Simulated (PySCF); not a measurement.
**C2H11FO2Si3: density, localisation and related maps**

```yaml
atoms:
  - { symbol: C, position_ang: [-2.9489, -0.3387, 0.2474] }
  - { symbol: Si, position_ang: [-1.1481, -0.8405, 0.6249] }
  - { symbol: O, position_ang: [-0.6464, -1.9748, -0.4412] }
  - { symbol: Si, position_ang: [0.3492, 0.8564, 0.3071] }
  - { symbol: C, position_ang: [0.2879, 1.9594, -1.2388] }
  - { symbol: F, position_ang: [0.2068, 1.8710, 1.5681] }
  - { symbol: O, position_ang: [1.8715, 0.3274, 0.4830] }
  - { symbol: Si, position_ang: [3.1206, -0.6819, 0.2781] }
  - { symbol: H, position_ang: [-3.3005, 0.4272, 0.9308] }
  - { symbol: H, position_ang: [-3.6250, -1.1855, 0.3350] }
  - { symbol: H, position_ang: [-3.0510, 0.0532, -0.7617] }
  - { symbol: H, position_ang: [-1.1724, -1.4530, 1.9706] }
  - { symbol: H, position_ang: [-1.1359, -2.7771, -0.6060] }
  - { symbol: H, position_ang: [1.0331, 2.7487, -1.1721] }
  - { symbol: H, position_ang: [-0.6833, 2.4328, -1.3500] }
  - { symbol: H, position_ang: [0.4862, 1.3934, -2.1442] }
  - { symbol: H, position_ang: [3.4469, -0.7009, -1.1489] }
  - { symbol: H, position_ang: [4.1913, -0.1028, 1.0850] }
  - { symbol: H, position_ang: [2.7084, -2.0051, 0.7434] }
```

Geometry: GFN2-xTB.

Level of theory: PySCF 2.14.0, PBE0/pcSseg-1, SCF density, gas phase, non-relativistic.

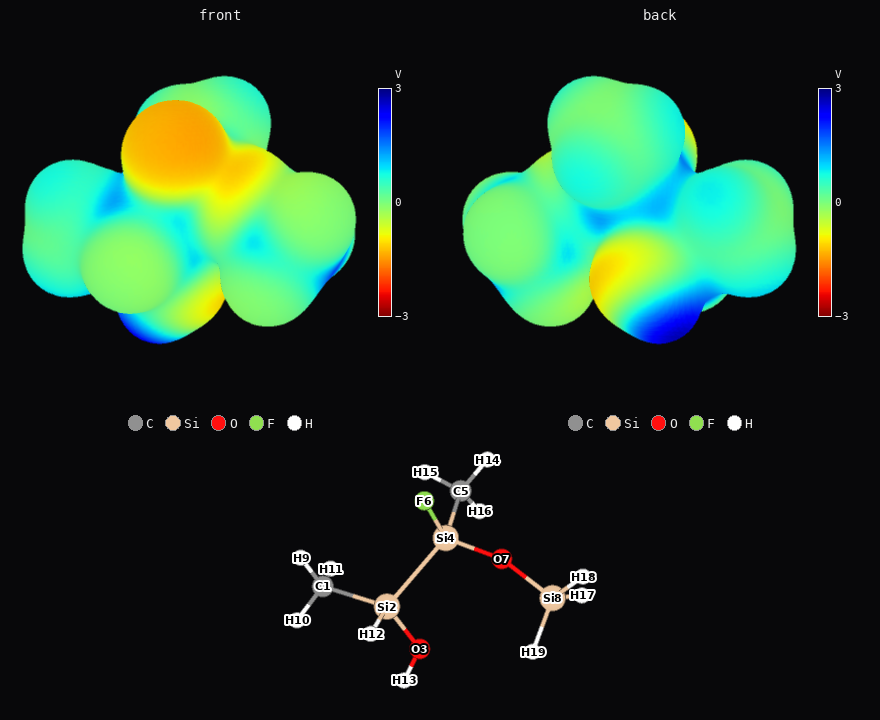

Figure 1. The molecular electrostatic potential painted on the density surface at 0.002 e/bohr³, seen from the front and from behind; red is negative and blue positive. The bare structure is drawn below in the same view.

Describe the electrostatic potential map.

The most negative region (about −1.4 V, or −32 kcal/mol for a unit charge) lies over F6, the most positive (about +2.6 V, or +60 kcal/mol for a unit charge) over H13.

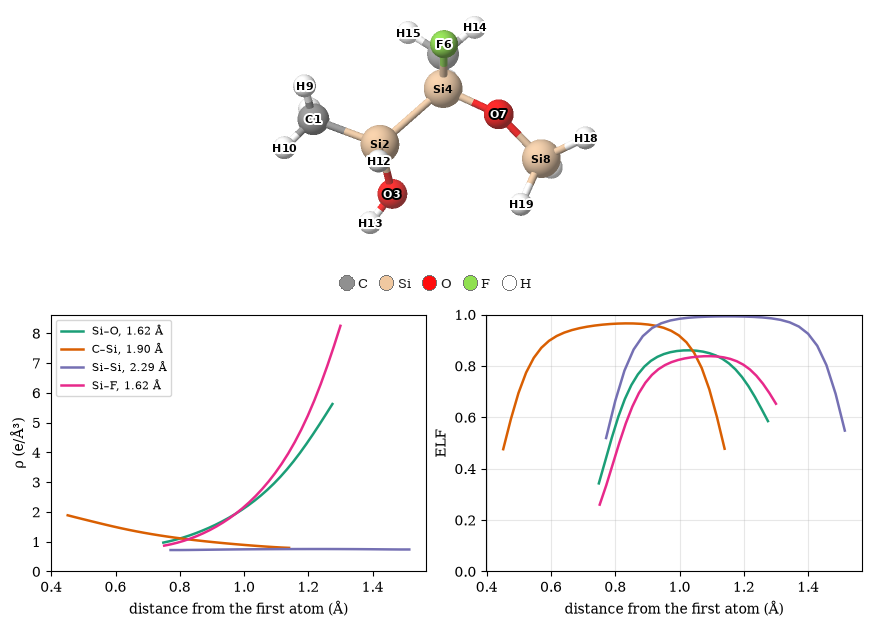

Figure 2. Total electron density and electron localisation function along straight lines between neighbouring atoms. The curves leave out the atomic cores. The structure is drawn too.

What can be read from the curves?

Si–O (1.62 Å): the density is about 1.1 e/Å³ at the midpoint; the ELF peaks at about 0.85 between the atoms: a polar covalent bond.
C–Si (1.90 Å): ρ is about 0.94 e/Å³ halfway; the ELF peaks at about 0.95 between the atoms: a covalent bond.
Si–Si (2.29 Å): ρ at the midpoint is about 0.75 e/Å³; the ELF peaks at about 1 between the atoms (a covalent bond).
Si–F (1.62 Å): the density is about 1 e/Å³ at the midpoint; the ELF peaks at about 0.85 in the valence shell of F, 0.5 Å from its nucleus, and is about 0.50 at the midpoint.
